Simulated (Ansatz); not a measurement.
# Calculations on C3H5N

Part 1: Relaxation

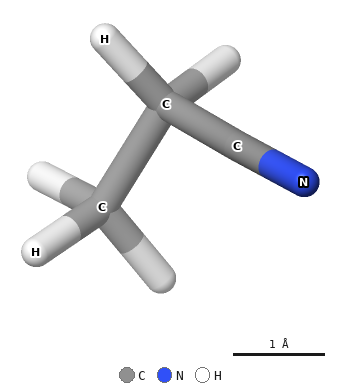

This is the input geometry for a relaxation of C$_{3}$H$_{5}$N (coarse preliminary run). The picture is a stick view, seen from a free direction.

Level of theory: Ansatz 0.2.0, RKS PBE-D4/def2-SVP.

The input:
```yaml
crystal:
  periodic: [false, false, false]
  atoms:
    - {symbol: C, position_ang: [-0.361500, 0.767100, -0.418200]}
    - {symbol: C, position_ang: [-0.130300, -0.331900, 0.531000]}
    - {symbol: C, position_ang: [0.946000, -1.165500, 0.038400]}
    - {symbol: N, position_ang: [1.926500, -1.820200, -0.328700]}
    - {symbol: H, position_ang: [-0.683300, 0.427900, -1.438700]}
    - {symbol: H, position_ang: [-1.236000, 1.442700, -0.059700]}
    - {symbol: H, position_ang: [0.494600, 1.458900, -0.544800]}
    - {symbol: H, position_ang: [-0.990700, -0.921300, 0.643100]}
    - {symbol: H, position_ang: [0.123000, 0.096000, 1.560600]}
basis:
  gaussian: {orbitals: def2-SVP}
hamiltonian: {xc: pbe, dispersion: d4}
relax: {f_tol: 0.03, max_steps: 250}
```

Q: Where does the relaxation end?

A: The optimiser took 6 steps. C1 moves most after the best rigid fit: 0.080 Å. Largest moves by element: C 0.080 Å, N 0.055 Å, H 0.052 Å. Some distances before and after: C1–C2 1.470 → 1.537 Å, C3–N4 1.235 → 1.171 Å, C2–H8 1.049 → 1.111 Å, C1–H6 1.162 → 1.107 Å. Among the angles between lasting bonds that change: H5–C1–H6 103.9° → 108.2°, C1–C2–C3 109.1° → 113.2°, C2–C1–H7 114.8° → 111.1°.

Final geometry:

```xyz
9

C    -0.4018    0.8313   -0.4437
C    -0.1040   -0.3275    0.5218
C     1.0017   -1.1792    0.0789
N     1.8898   -1.8448   -0.2953
H    -0.6876    0.4538   -1.4448
H    -1.2369    1.4450   -0.0534
H     0.4824    1.4868   -0.5657
H    -1.0011   -0.9703    0.6519
H     0.1459    0.0588    1.5333
```

After the run, drawn alike:

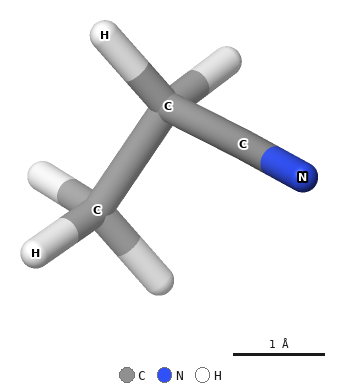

Part 2: Relaxation

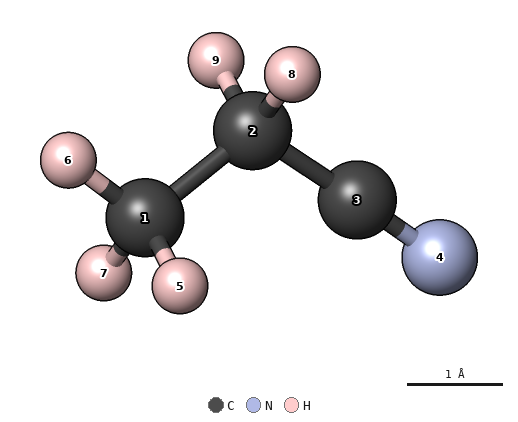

This is the input geometry for a relaxation of C₃H₅N. Style: ball-and-stick. Shown from a free direction.

Level of theory: Ansatz, RKS PBE0-D4/def2-TZVP.

The input:
```yaml
crystal:
  periodic: [false, false, false]
  atoms:
    - {symbol: C, position_ang: [-0.401831, 0.831225, -0.443741]}
    - {symbol: C, position_ang: [-0.103973, -0.327406, 0.521826]}
    - {symbol: C, position_ang: [1.001588, -1.179254, 0.078899]}
    - {symbol: N, position_ang: [1.889549, -1.845033, -0.295341]}
    - {symbol: H, position_ang: [-0.687751, 0.453619, -1.444755]}
    - {symbol: H, position_ang: [-1.236800, 1.445069, -0.053398]}
    - {symbol: H, position_ang: [0.482399, 1.486629, -0.565971]}
    - {symbol: H, position_ang: [-1.001074, -0.970161, 0.652210]}
    - {symbol: H, position_ang: [0.146192, 0.059013, 1.533271]}
basis:
  gaussian: {orbitals: def2-TZVP}
hamiltonian: {xc: pbe0, dispersion: d4}
relax: {f_tol: 0.005, max_steps: 200}
```

**Predict the outcome.**

Over 4 geometry steps the energy falls by 5.52 kJ/mol. Largest force component: 1.9 eV/Å at the start, 0.00079 eV/Å at the end. The largest move after the best rigid fit is that of N4, 0.040 Å. By element the largest moves are N 0.040 Å, H 0.029 Å, C 0.019 Å. Among the contacts that change: C3–N4 1.171 → 1.150 Å, C1–H5 1.107 → 1.091 Å, C1–C2 1.537 → 1.526 Å, C2–C3 1.464 → 1.455 Å. The run took roughly 30 core-seconds on a shared host.

Final geometry:

```xyz
9

C    -0.3968    0.8227   -0.4400
C    -0.1072   -0.3235    0.5245
C     0.9906   -1.1646    0.0731
N     1.8601   -1.8178   -0.2994
H    -0.6689    0.4434   -1.4256
H    -1.2237    1.4252   -0.0617
H     0.4759    1.4668   -0.5531
H    -0.9893   -0.9581    0.6486
H     0.1475    0.0597    1.5167
```

Part 3: A change

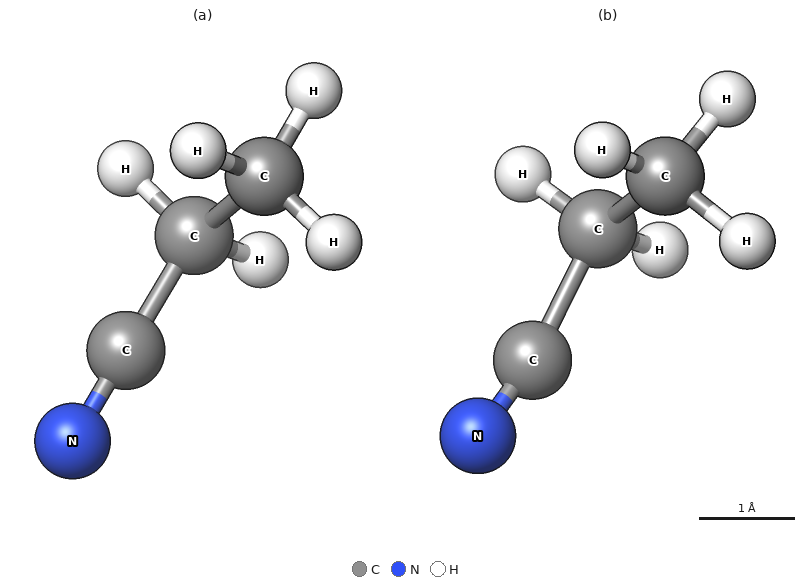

Left: C₃H₅N. Right: the same structure after one change, at the same scale. Style: ball-and-stick. Shown from a free direction.

Method: RKS PBE0-D4/def2-TZVPP (Ansatz 0.2.0). 

What distinguishes the right structure from the left one?

All atoms are moved at random (σ = 0.09 Å) from the PBE0-D4/def2-TZVP minimum.

And its effect?

Energy change: +43.0 kcal/mol. The largest force is 17 eV/Å, on a C atom. The forces point partly back along the displacements (cosine −0.41). At other levels of theory the same distortion costs 45.1 kcal/mol (RKS PBE-D4/def2-TZVPP), 43.6 kcal/mol (RKS r2SCAN-D4/def2-TZVPP), 41.7 kcal/mol (RKS wB97M-V/def2-TZVPP), 45.1 kcal/mol (RHF-CCSD(T), frozen core/def2-TZVPP). Among the bonded contacts that change: C–H 1.092 → 0.930 to 1.195 Å, C–C 1.455 → 1.570 Å, C–N 1.150 → 1.060 Å, C–C 1.526 → 1.513 Å. Bond angles that change, for instance: C–C–N 179.0° → 165.0°, H–C–H 108.4° → 97.5°.

Part 4: A change

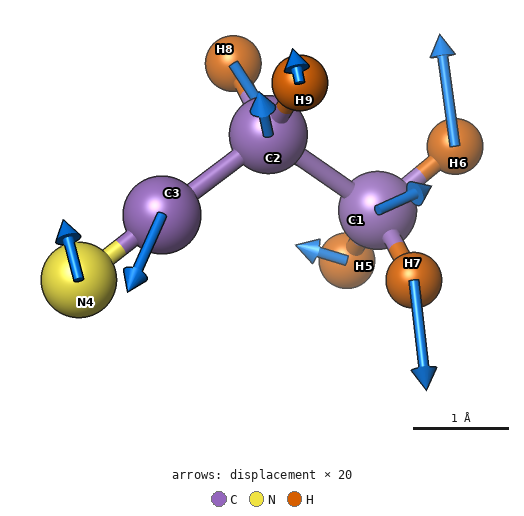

C₃H₅N. The blue arrows show how the atoms are displaced, magnified 20 times. Style: ball-and-stick. Shown at a tilt.

All numbers below come from Ansatz, RKS wB97M-V/def2-TZVPP. 

> Describe the change and its computed effect.

All atoms are moved at random (σ = 0.04 Å) from the PBE0-D4/def2-TZVP minimum. It costs 0.435 eV. The largest force is 10 eV/Å, on C3. The forces point partly back along the displacements (cosine −0.47). At other levels of theory the same distortion costs 0.537 eV (RKS PBE-D4/def2-TZVPP), 0.491 eV (RKS r2SCAN-D4/def2-TZVPP), 0.469 eV (RKS PBE0-D4/def2-TZVPP), 0.518 eV (RHF-CCSD(T), frozen core/def2-TZVPP). Some distances before and after: C1–H7 1.091 → 1.154 Å, C3–N4 1.150 → 1.090 Å, C2–C3 1.455 → 1.505 Å, C2–H8 1.094 → 1.047 Å. Among the angles between lasting bonds that change: C1–C2–H8 110.8° → 106.1°, H5–C1–H6 108.4° → 112.6°.
